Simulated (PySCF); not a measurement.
## Electronic structure of C2H7NSSi (SMILES CS/C=N/[SiH3]) in real space

```xyz
12

C     2.1412    0.5633   -0.3197
S     1.9297   -0.9695    0.6229
C     0.1924   -1.0225    0.7069
N    -0.5162   -0.1343    0.1855
Si   -2.2073    0.1529    0.0615
H     1.6458    0.4494   -1.2787
H     1.6866    1.3757    0.2384
H     3.2065    0.7225   -0.4456
H    -0.1416   -1.9042    1.2570
H    -2.2478    1.3997   -0.6978
H    -2.8734   -0.9376   -0.6535
H    -2.8145    0.3040    1.3854
```

Geometry: GFN2-xTB.

The calculation used CAM-B3LYP/def2-SVPD, SCF density, gas phase in PySCF.

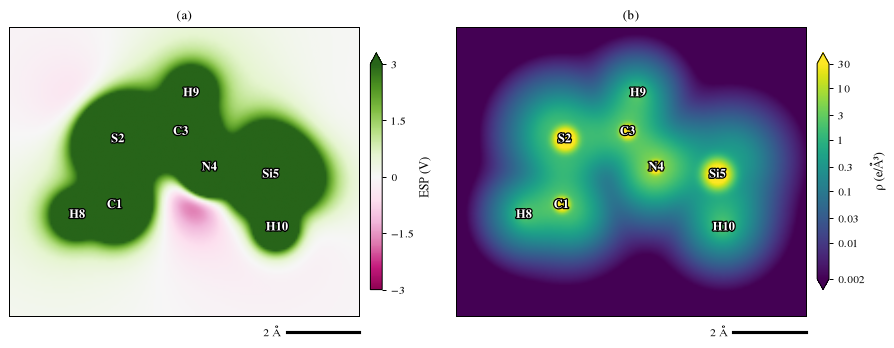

Figure 1. (a) electrostatic potential; (b) electron density on the plane of atoms N4, Si5 and H10.

Question: Describe what can be read from this map.

Answer:
- Atoms in the plane: C, S, N, Si and H.
- C–N (1.25 Å): ρ at the midpoint is about 2.9 e/Å³.
- Si–N (1.72 Å): ρ at the midpoint is about 1.1 e/Å³.
- C–S (1.74 Å): the density is about 1.4 e/Å³ at the midpoint.
- C–H (1.08 Å): ρ at the midpoint is about 2 e/Å³.
- C–S (1.81 Å): ρ at the midpoint is about 1.3 e/Å³.
- Outside the dense part of the molecule the potential is most negative (−1.7 V) near N4.

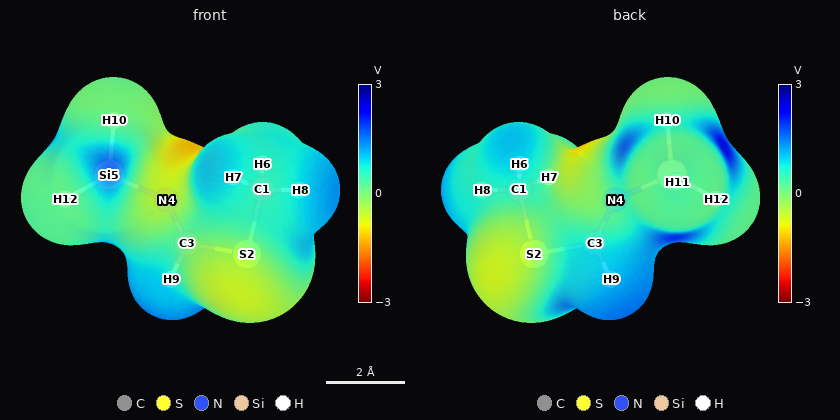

Figure 2. The molecular electrostatic potential painted on the density surface at 0.004 e/bohr³, seen from the front and from behind; the colour scale runs from red (negative) to blue (positive).

Question: Which sites attract a positive test charge, and which a negative one?

Answer: A positive charge is drawn to the negative regions and a negative charge to the positive ones. The most negative region (about −1.2 V) lies over N4, the most positive (about +2.1 V) over Si5. N4 is the likeliest acceptor of a hydrogen bond.

Question: How polar is the molecule by this calculation?

Answer: Its dipole moment is 0.13 D.
